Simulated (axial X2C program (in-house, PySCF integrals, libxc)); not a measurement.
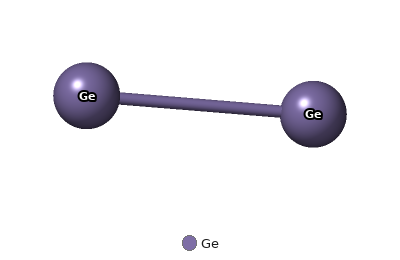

Figure 1. The molecule at the reference distance of 2.414 Å.

Relativistic diatomic calculation, with input and output: Ge₂⁺

Ge₂⁺, single determinant with M_S = 3/2 and |Λ| = 0. Computed at this level: PBE0, spin-free X2C-1e, Ge dyall-cv3z (cores contracted) (axial X2C program (in-house, PySCF integrals, libxc)).

Log:
```
spin-free X2C-1e  PBE0
basis functions 216  fitting functions 1230  grid points 5804
iter        total energy     max residual
   1      -4196.865894099     3.97e-01
   2      -4196.888757746     2.18e-03
   3      -4196.888766286     5.51e-04
   4      -4196.888768320     1.85e-04
   5      -4196.888768549     4.65e-05
   6      -4196.888768573     6.46e-06
   7      -4196.888768573     7.97e-07
converged
one-electron -6278.08721435  Coulomb 2016.41072780  exact exchange -39.19830017  xc functional -120.48683355  nuclear repulsion 224.47285169
```

The points of the curve:

| R (Å) | E (hartree) | dipole (D; origin at the first atom, positive when the second is positive) | highest filled (eV) | lowest empty (eV) |
| --- | --- | --- | --- | --- |
| 2.100 | −4196.865216 | 5.04 | −13.06 | −9.77 |
| 2.197 | −4196.879194 | 5.28 | −12.92 | −9.60 |
| 2.269 | −4196.885096 | 5.45 | −12.70 | −9.58 |
| 2.342 | −4196.888052 | 5.62 | −12.50 | −9.55 |
| 2.414 | −4196.888769 | 5.80 | −12.32 | −9.52 |
| 2.498 | −4196.887492 | 6.00 | −12.12 | −9.47 |
| 2.583 | −4196.884574 | 6.20 | −11.93 | −9.41 |
| 2.692 | −4196.879206 | 6.47 | −11.72 | −9.32 |
| 2.824 | −4196.871180 | 6.78 | −11.48 | −9.21 |
| 3.018 | −4196.858352 | 7.25 | −11.19 | −9.04 |

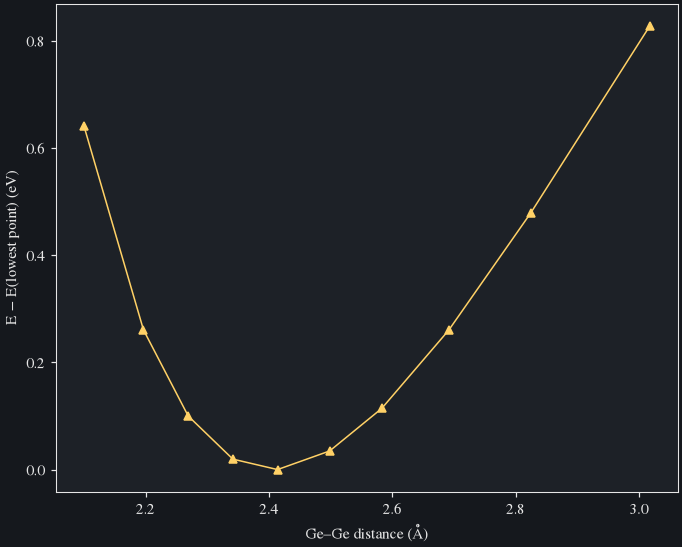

Figure 2. Energy at 10 bond lengths, for one set of occupations held fixed; the line joins the points. A polynomial of degree 6 through 9 points gives rₑ = 2.405 Å, ωₑ = 258.2 cm⁻¹, ωₑxₑ = 0.71 cm⁻¹ and Bₑ = 0.07885 cm⁻¹. The minimum lies 3.31 eV below Ge + Ge⁺, each computed as one determinant at the same level.

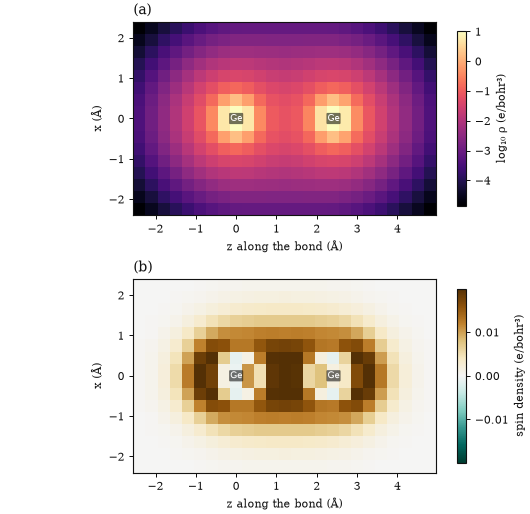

Figure 3. (a) electron density on a logarithmic scale; (b) spin density, in a plane that holds the axis, at 2.41 Å, on points 0.3 Å apart (one half computed, the other mirrored); the structure near the nuclei is finer than these points.

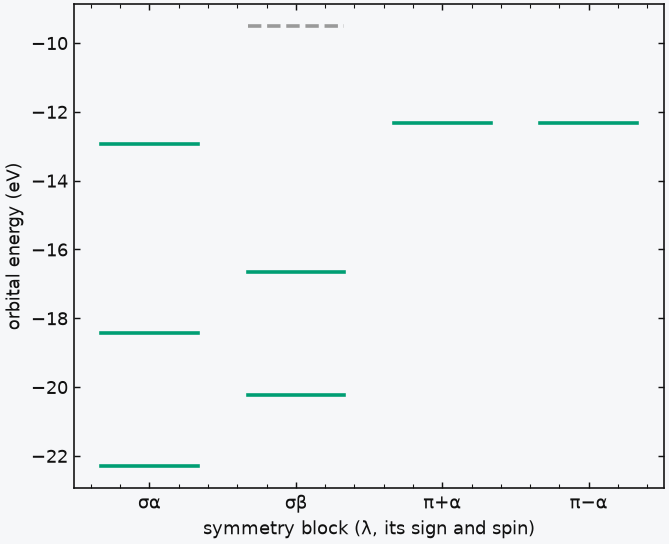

Figure 4. Orbital energies near the frontier at 2.41 Å, filled (solid) and empty (dashed); a label such as π−α means λ = −1 and α spin. The highest filled orbital (π+α; 47 % Ge p, 47 % Ge p) lies at −12.32 eV, the lowest empty one (σβ; 44 % Ge p, 44 % Ge p) at −9.52 eV.

The input:
```
{"zs": [32, 32], "q": 1, "bas": ["dyall-cv3z", "dyall-cv3z"], "levels": ["PBE0", "HF", "PBE"], "cc": true, "r0": 2.42, "thr": -1.0, "nmax": 90, "npts": 10, "nst": 2, "ntry": 6}
```

The line is the task of a batch: nuclear charges, charge, bases, the levels to run, a first guess of the distance and further settings. This report covers PBE0 without spin-orbit coupling. The log is that of the reference distance 2.414 Å.

Launched within a batch (the task file carries these settings):
```bash
python <driver script> task.json out
```

Results in brief:

- outcome: converged
- bond length rₑ: 2.405 Å
- ωₑ: 258.2 cm⁻¹
- energy at the minimum: −4196.88878 hartree
- depth below the fragments: 3.31 eV
- largest ⟨S²⟩ along the curve: 3.75
- hardware: 1 CPU thread, shared host
- wall time: 13 s
